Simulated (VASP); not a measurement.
Band structure of Pd (space group Fm-3m). Method: PBEsol GGA, VASP's PBE PAW potentials (set 64) (plane waves; VASP).

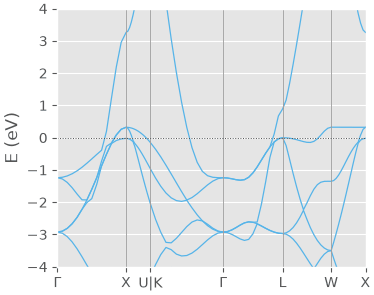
Figure: Bands along high-symmetry lines, zero at the valence-band maximum or, without a gap, the Fermi level

Task: Read the plot: is there a gap, and where are the band edges?

Result: It has no gap at this level: it comes out as a metal or semimetal. (Edges off the drawn lines would not show.)

The structure comes from a measured Pd entry (Fm-3m) of the Crystallography Open Database, whose conditions weren't checked. It was relaxed first.
